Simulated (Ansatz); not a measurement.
```yaml
crystal:
  periodic: [false, false, false]
  atoms:
    - {symbol: F, position_ang: [-0.323894, -0.547910, 1.727748]}
    - {symbol: Sn, position_ang: [0.127228, -0.006842, -0.027178]}
    - {symbol: F, position_ang: [-0.794890, 1.623381, -0.288182]}
    - {symbol: F, position_ang: [-0.664401, -1.146171, -1.312194]}
    - {symbol: H, position_ang: [1.784167, 0.104471, -0.294269]}
basis:
  gaussian: {orbitals: def2-TZVPP}
hamiltonian: {xc: pbe, dispersion: d4}
```

Geometry: moved along internal coordinates away from the minimum.

Describe the molecule in this file.

The molecule is F3HSn. Its SMILES string is `[F][SnH]([F])[F]`. Coordination: 1 Sn tetrahedral.

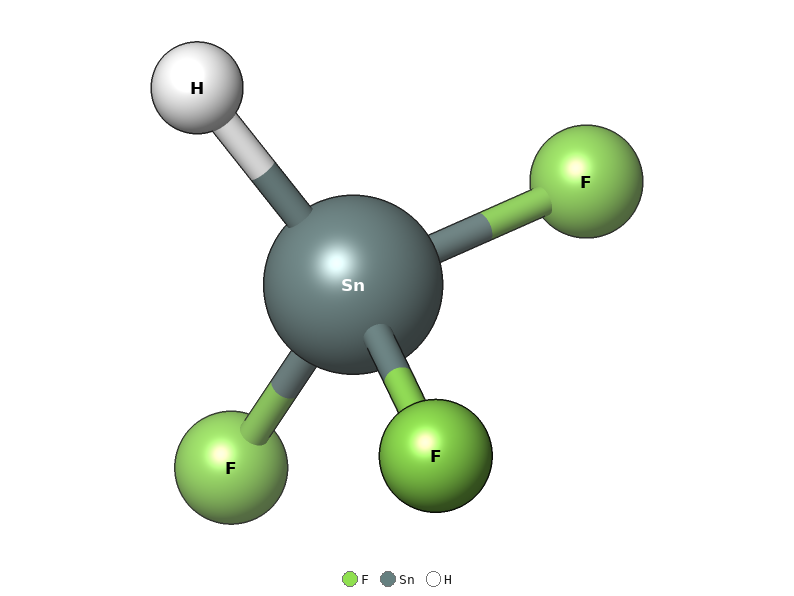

(Drawn from a calculation with Ansatz.)
